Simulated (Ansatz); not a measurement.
System: MgAl2P2H2O10.

The calculation's input:

```
crystal:
  lattice:
    - [7.1798245055, 0.0, -0.0272119833]
    - [0.0, 7.4162073873, 0.0]
    - [-3.6872490211, 0.0, 6.3302300815]
  atoms:
    - { symbol: Mg, position: [0.0, 0.0, 0.0] }
    - { symbol: Mg, position: [0.0, 0.5, 0.5] }
    - { symbol: Al, position: [0.7336716619, 0.2671651984, 0.0085048582] }
    - { symbol: Al, position: [0.2663283381, 0.7328348016, 0.9914951418] }
    - { symbol: Al, position: [0.2663283381, 0.7671651984, 0.4914951418] }
    - { symbol: Al, position: [0.7336716619, 0.2328348016, 0.5085048582] }
    - { symbol: P, position: [0.2486036854, 0.3894909099, 0.2445315167] }
    - { symbol: P, position: [0.7513963146, 0.6105090901, 0.7554684833] }
    - { symbol: P, position: [0.7513963146, 0.8894909099, 0.2554684833] }
    - { symbol: P, position: [0.2486036854, 0.1105090901, 0.7445315167] }
    - { symbol: O, position: [0.7962239441, 0.0182573298, 0.1133143685] }
    - { symbol: O, position: [0.2037760559, 0.9817426702, 0.8866856315] }
    - { symbol: O, position: [0.2037760559, 0.5182573298, 0.3866856315] }
    - { symbol: O, position: [0.7962239441, 0.4817426702, 0.6133143685] }
    - { symbol: O, position: [0.7025503912, 0.4972085494, 0.902219621] }
    - { symbol: O, position: [0.2974496088, 0.5027914506, 0.097780379] }
    - { symbol: O, position: [0.2974496088, -0.0027914506, 0.597780379] }
    - { symbol: O, position: [0.7025503912, 1.0027914506, 0.402219621] }
    - { symbol: O, position: [0.0448585967, 0.2676142236, 0.1197466682] }
    - { symbol: O, position: [0.9551414033, 0.7323857764, 0.8802533318] }
    - { symbol: O, position: [0.9551414033, 0.7676142236, 0.3802533318] }
    - { symbol: O, position: [0.0448585967, 0.2323857764, 0.6197466682] }
    - { symbol: O, position: [0.4391329469, 0.2359657226, 0.8768169351] }
    - { symbol: O, position: [0.5608670531, 0.7640342774, 0.1231830649] }
    - { symbol: O, position: [0.5608670531, 0.7359657226, 0.6231830649] }
    - { symbol: O, position: [0.4391329469, 0.2640342774, 0.3768169351] }
    - { symbol: O, position: [0.7404178004, 0.1454348253, 0.7602879137] }
    - { symbol: O, position: [0.2595821996, 0.8545651747, 0.2397120863] }
    - { symbol: O, position: [0.2595821996, 0.6454348253, 0.7397120863] }
    - { symbol: O, position: [0.7404178004, 0.3545651747, 0.2602879137] }
    - { symbol: H, position: [0.6101750897, 0.0690280263, 0.6998625827] }
    - { symbol: H, position: [0.3898249103, 0.9309719737, 0.3001374173] }
    - { symbol: H, position: [0.3898249103, 0.5690280263, 0.8001374173] }
    - { symbol: H, position: [0.6101750897, 0.4309719737, 0.1998625827] }
basis:
  ecutwfc: 420
kpoints:
  mp_grid: { grid: [4, 4, 4] }
hamiltonian:
  xc: pbesol
scf:
  occupations: { method: gaussian, width: 0.02 }
output:
  forces: true
  stress: true
  eigenvalues: true
  write_density: true
  write_potential: true
  elf: true
  volumetric_format: npy
relax:
  adjacent_minimum: "off"
  f_tol: 0.005
  max_steps: 50
  cell: { stress_tol: 0.05 }
```

Launched as:

```sh
ansatz run input.yaml --threads 8 --pin off --max-ram 22528MiB --backend cpu --events-out ev --progress --plain --runs-dir out
```

Below, planes, directions and counts refer to the conventional cell (a = 7.10 Å, b = 7.37 Å, c = 7.24 Å, α = 90.00°, β = 120.34°, γ = 90.00°).

The fields are those of the run's last geometry, not of the input's.

Space group P2₁/c.

Computed with DFT PBEsol, scalar-relativistic, plane waves, PAW (Ansatz).

### What will maps of the valence pseudo-density and electron localisation function show?

O–H (0.99 Å): ρ is about 3.6 e/Å³ halfway; the ELF climbs to about 1 towards the hydrogen, as it does in any bond to H (an ordinary covalent bond to hydrogen).
P–O (1.52 Å): ρ is about 1.8 e/Å³ halfway; the ELF peaks at about 0.85 between the atoms: a polar covalent bond.

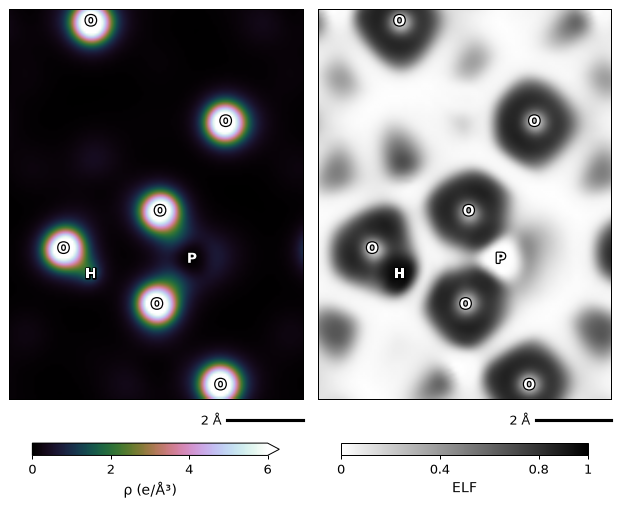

Computed valence pseudo-density and electron localisation function on the (011) plane of the conventional cell, in this order. Atoms just off the plane (Al, 0.5 Å away) can leave unmarked features too.

The density is the valence pseudo-density of a PAW calculation; it isn't the true density close to the nuclei.
